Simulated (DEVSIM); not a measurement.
Structure: Ge n-i-p diode, at 300 K.

```tsv
layer (left to right)	material	thickness (μm)	Nd (cm⁻³)	Na (cm⁻³)	τn (s)	τp (s)
1	Ge	1.00	3.1e17	-	0.00069	0.00069
2	Ge	0.940	-	6e13	0.00069	0.00069
3	Ge	0.690	-	2.5e17	0.021	0.00069
```

Left contact: ohmic. Right contact: ohmic. Voltage is applied to the left contact. Recombination: SRH at mid-gap, radiative, Auger. Mobility is μmin + (μ − μmin)/(1 + (N/Nref)^α).

This is a model device: material constants are rounded textbook-type values typed into the input, and sizes, dopings and lifetimes were drawn at random. Values at 300 K.

```csv
parameter,Ge
gap (eV),0.664
affinity (eV),4
permittivity,16
Nc (cm⁻³),1.04e19
Nv (cm⁻³),6e18
μn (cm²/Vs),3900
μp (cm²/Vs),1900
"μn,min",150
"μp,min",100
"Nref,n",2.6e17
"Nref,p",4e17
αn,0.56
αp,0.6
B (cm³/s),6.4e-14
Cn (cm⁶/s),1e-31
Cp (cm⁶/s),1e-31
```

DEVSIM, 1D drift-diffusion, Boltzmann statistics, complete ionisation; no tunnelling, impact ionisation, image-force lowering or self-heating.

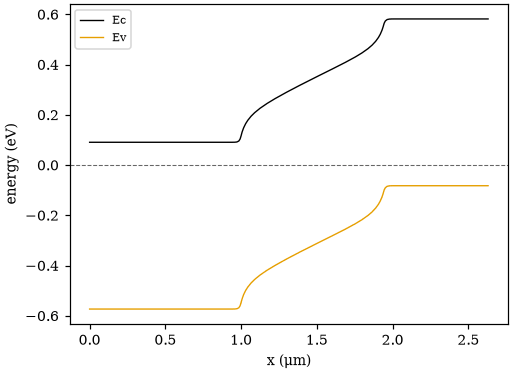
Figure: Band edges at zero bias

Energies count from the Fermi level of the right contact; mesh points crowd at the junctions.

```json
[
 {"x (μm)": "0.000", "Ec (eV)": "0.091", "Ev (eV)": "-0.573", "n (cm⁻³)": "3.1e17", "p (cm⁻³)": "1.4e9", "field (V/cm)": "≈ 0"},
 {"x (μm)": "0.02965", "Ec (eV)": "0.091", "Ev (eV)": "-0.573", "n (cm⁻³)": "3.1e17", "p (cm⁻³)": "1.4e9", "field (V/cm)": "≈ 0"},
 {"x (μm)": "0.08955", "Ec (eV)": "0.091", "Ev (eV)": "-0.573", "n (cm⁻³)": "3.1e17", "p (cm⁻³)": "1.4e9", "field (V/cm)": "≈ 0"},
 {"x (μm)": "0.2243", "Ec (eV)": "0.091", "Ev (eV)": "-0.573", "n (cm⁻³)": "3.1e17", "p (cm⁻³)": "1.4e9", "field (V/cm)": "≈ 0"},
 {"x (μm)": "0.6250", "Ec (eV)": "0.091", "Ev (eV)": "-0.573", "n (cm⁻³)": "3.1e17", "p (cm⁻³)": "1.4e9", "field (V/cm)": "≈ 0"},
 {"x (μm)": "0.8338", "Ec (eV)": "0.091", "Ev (eV)": "-0.573", "n (cm⁻³)": "3.1e17", "p (cm⁻³)": "1.4e9", "field (V/cm)": "≈ 0"},
 {"x (μm)": "0.9372", "Ec (eV)": "0.091", "Ev (eV)": "-0.573", "n (cm⁻³)": "3.1e17", "p (cm⁻³)": "1.4e9", "field (V/cm)": "25"},
 {"x (μm)": "0.9932", "Ec (eV)": "0.104", "Ev (eV)": "-0.560", "n (cm⁻³)": "1.9e17", "p (cm⁻³)": "2.3e9", "field (V/cm)": "14000"},
 {"x (μm)": "1.017", "Ec (eV)": "0.148", "Ev (eV)": "-0.516", "n (cm⁻³)": "3.3e16", "p (cm⁻³)": "1.3e10", "field (V/cm)": "14000"},
 {"x (μm)": "1.065", "Ec (eV)": "0.194", "Ev (eV)": "-0.470", "n (cm⁻³)": "5.6e15", "p (cm⁻³)": "7.8e10", "field (V/cm)": "6600"},
 {"x (μm)": "1.172", "Ec (eV)": "0.246", "Ev (eV)": "-0.418", "n (cm⁻³)": "7.8e14", "p (cm⁻³)": "5.6e11", "field (V/cm)": "3900"},
 {"x (μm)": "1.507", "Ec (eV)": "0.354", "Ev (eV)": "-0.310", "n (cm⁻³)": "1.2e13", "p (cm⁻³)": "3.7e13", "field (V/cm)": "3000"},
 {"x (μm)": "1.754", "Ec (eV)": "0.431", "Ev (eV)": "-0.233", "n (cm⁻³)": "6.1e11", "p (cm⁻³)": "7.2e14", "field (V/cm)": "3500"},
 {"x (μm)": "1.864", "Ec (eV)": "0.477", "Ev (eV)": "-0.187", "n (cm⁻³)": "9.9e10", "p (cm⁻³)": "4.4e15", "field (V/cm)": "5700"},
 {"x (μm)": "1.930", "Ec (eV)": "0.537", "Ev (eV)": "-0.127", "n (cm⁻³)": "1.0e10", "p (cm⁻³)": "4.4e16", "field (V/cm)": "16000"},
 {"x (μm)": "1.952", "Ec (eV)": "0.574", "Ev (eV)": "-0.090", "n (cm⁻³)": "2.4e9", "p (cm⁻³)": "1.8e17", "field (V/cm)": "8000"},
 {"x (μm)": "1.995", "Ec (eV)": "0.582", "Ev (eV)": "-0.082", "n (cm⁻³)": "1.8e9", "p (cm⁻³)": "2.5e17", "field (V/cm)": "100"},
 {"x (μm)": "2.086", "Ec (eV)": "0.582", "Ev (eV)": "-0.082", "n (cm⁻³)": "1.7e9", "p (cm⁻³)": "2.5e17", "field (V/cm)": "≈ 0"},
 {"x (μm)": "2.349", "Ec (eV)": "0.582", "Ev (eV)": "-0.082", "n (cm⁻³)": "1.7e9", "p (cm⁻³)": "2.5e17", "field (V/cm)": "≈ 0"},
 {"x (μm)": "2.512", "Ec (eV)": "0.582", "Ev (eV)": "-0.082", "n (cm⁻³)": "1.7e9", "p (cm⁻³)": "2.5e17", "field (V/cm)": "≈ 0"},
 {"x (μm)": "2.589", "Ec (eV)": "0.582", "Ev (eV)": "-0.082", "n (cm⁻³)": "1.7e9", "p (cm⁻³)": "2.5e17", "field (V/cm)": "≈ 0"},
 {"x (μm)": "2.630", "Ec (eV)": "0.582", "Ev (eV)": "-0.082", "n (cm⁻³)": "1.7e9", "p (cm⁻³)": "2.5e17", "field (V/cm)": "≈ 0"}
]
```
